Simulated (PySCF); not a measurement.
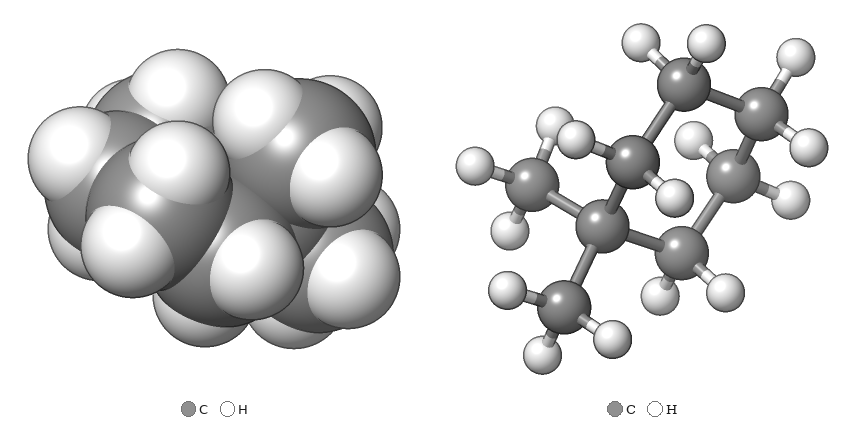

Both panels show the same species.

Which formula does it have?

Answer. C₈H₁₆, 24 atoms: 8 carbon and 16 hydrogen.

Give a SMILES string for it.

Answer. CC1(C)CCCCC1

The parts below concern this one geometry. Atoms keep their numbers from picture to picture. The geometry was computed by an optimisation with PBE0-D3(BJ)/def2-SVP. No frequency run is at hand to confirm it as a minimum.

Shape

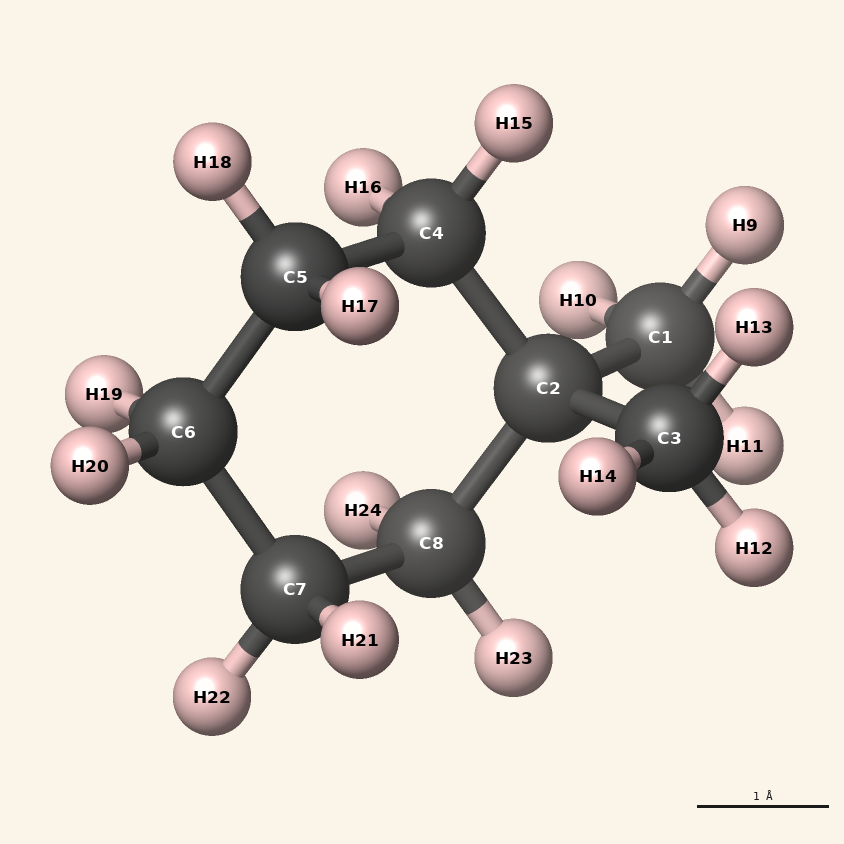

No frequency run is at hand to confirm it as a minimum.

What are the angles C1–C2–C4, C2–C1–H9, C2–C3–H12, C2–C3–H14, C2–C4–C5, C2–C4–H15, C4–C5–C6, C4–C5–H18, C5–C6–C7, C5–C6–H19, C6–C5–H17, C6–C5–H18?

```csv
angle,degrees
C1–C2–C4,109.1
C2–C1–H9,111.1
C2–C3–H12,110.7
C2–C3–H14,112.7
C2–C4–C5,113.9
C2–C4–H15,109.3
C4–C5–C6,111.4
C4–C5–H18,109.7
C5–C6–C7,111.5
C5–C6–H19,109.0
C6–C5–H17,109.5
C6–C5–H18,110.2
```

Electronic properties

No frequency run is at hand to confirm it as a minimum. Level of theory: PBE0/def2-SVPD, gas phase (PySCF 2.14.0). Excitations: vertical, linear response.

What does the calculation give?

- dipole moment: 0.13 D
- HOMO energy (Kohn–Sham orbital): −8.15 eV
- LUMO energy (Kohn–Sham orbital): 0.65 eV
- HOMO–LUMO gap: 8.80 eV
- mean static polarisability: 93.9 bohr³
- lowest vertical singlet excitation: 7.77 eV
- its oscillator strength: 0.009
- brightest of the 10 lowest singlets: 8.46 eV
- its oscillator strength: 0.06

Charges

The questions are on Mulliken charges. No frequency run is at hand to confirm it as a minimum. Level of theory: PBE0/pcSseg-1, gas phase (PySCF 2.14.0).

Which atom carries the highest charge (most positive or least negative)?

Answer. H18, H20, H22 (0.12 e).

And the lowest?

Answer. C2 (−0.63 e).

Give the Mulliken charges atom by atom.

```json
{"atom": "C1", "value (e)": "−0.14"}
{"atom": "C2", "value (e)": "−0.63"}
{"atom": "C3", "value (e)": "−0.15"}
{"atom": "C4", "value (e)": "−0.11"}
{"atom": "C5", "value (e)": "−0.21"}
{"atom": "C6", "value (e)": "−0.22"}
{"atom": "C7", "value (e)": "−0.21"}
{"atom": "C8", "value (e)": "−0.11"}
{"atom": "H9", "value (e)": "0.11"}
{"atom": "H10", "value (e)": "0.11"}
{"atom": "H11", "value (e)": "0.11"}
{"atom": "H12", "value (e)": "0.11"}
{"atom": "H13", "value (e)": "0.11"}
{"atom": "H14", "value (e)": "0.11"}
{"atom": "H15", "value (e)": "0.11"}
{"atom": "H16", "value (e)": "0.11"}
{"atom": "H17", "value (e)": "0.11"}
{"atom": "H18", "value (e)": "0.12"}
{"atom": "H19", "value (e)": "0.11"}
{"atom": "H20", "value (e)": "0.12"}
{"atom": "H21", "value (e)": "0.11"}
{"atom": "H22", "value (e)": "0.12"}
{"atom": "H23", "value (e)": "0.11"}
{"atom": "H24", "value (e)": "0.11"}
```

NMR shielding

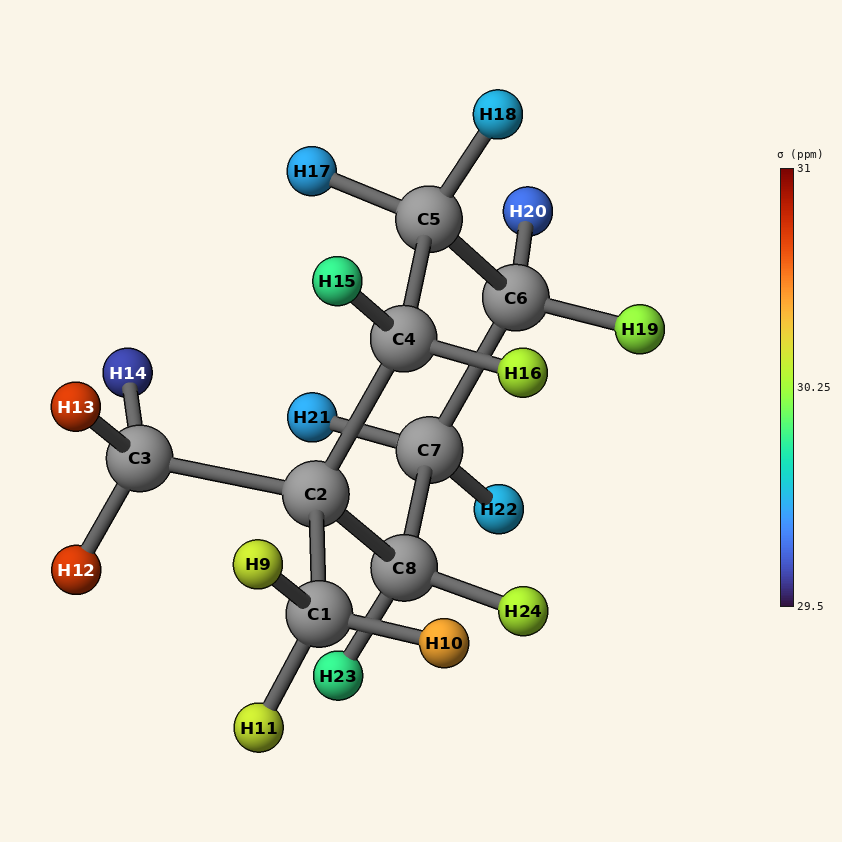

Atoms are coloured by their isotropic NMR shieldings (H only, the others grey). No frequency run is at hand to confirm it as a minimum. Method: GIAO PBE0/pcSseg-1 NMR shielding, non-relativistic, gas phase (PySCF 2.14.0).

Give the isotropic NMR shieldings of the H atoms atom by atom.

| atom | σ (ppm) |
| --- | --- |
| H9 | 30.35 |
| H10 | 30.54 |
| H11 | 30.35 |
| H12 | 30.76 |
| H13 | 30.76 |
| H14 | 29.62 |
| H15 | 30.08 |
| H16 | 30.29 |
| H17 | 29.85 |
| H18 | 29.88 |
| H19 | 30.23 |
| H20 | 29.71 |
| H21 | 29.85 |
| H22 | 29.88 |
| H23 | 30.08 |
| H24 | 30.29 |

Bond orders

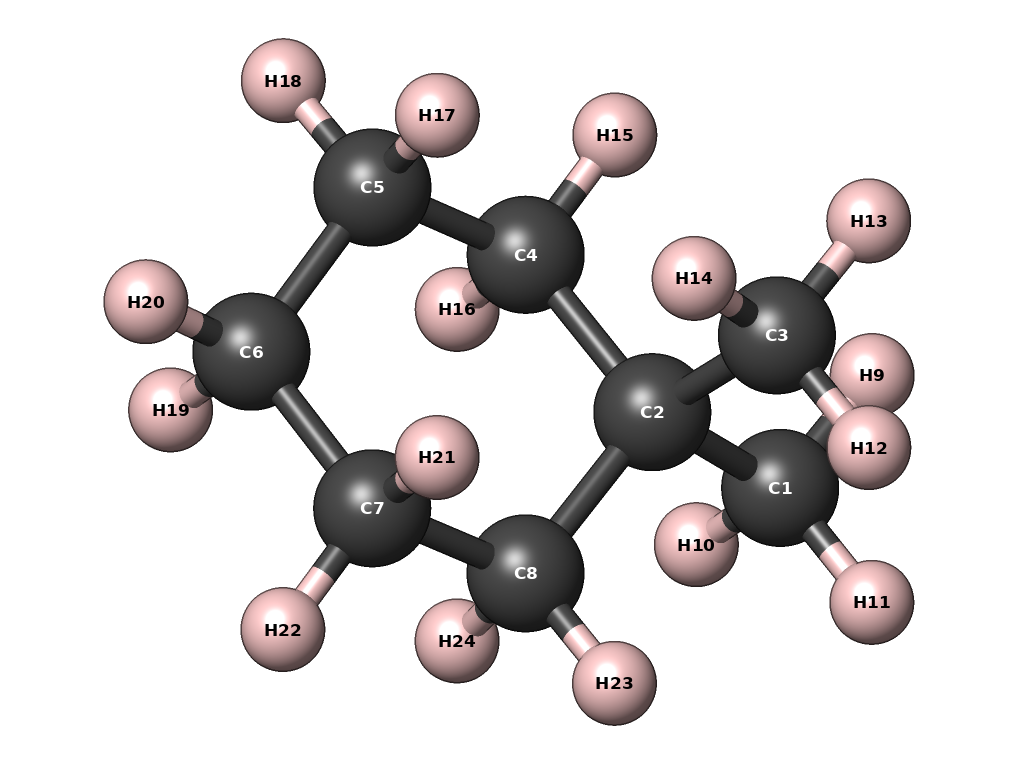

Every bond is drawn as one stick. No frequency run is at hand to confirm it as a minimum. Level of theory: PBE0/pcSseg-1 (PySCF 2.14.0).

List the Mayer bond orders of C1–C2, C2–C3, C2–C4, C5–C6, C4–C5 (bonds between heavy atoms, one of each equivalent set).

```json
{"bond": "C1–C2", "Mayer order": "1.05", "length (Å)": "1.528"}
{"bond": "C2–C3", "Mayer order": "1.00", "length (Å)": "1.531"}
{"bond": "C2–C4", "Mayer order": "0.98", "length (Å)": "1.540"}
{"bond": "C5–C6", "Mayer order": "1.04", "length (Å)": "1.525"}
{"bond": "C4–C5", "Mayer order": "1.04", "length (Å)": "1.525"}
```

Mulliken values depend strongly on the basis set and can even reverse the polarity of a bond.
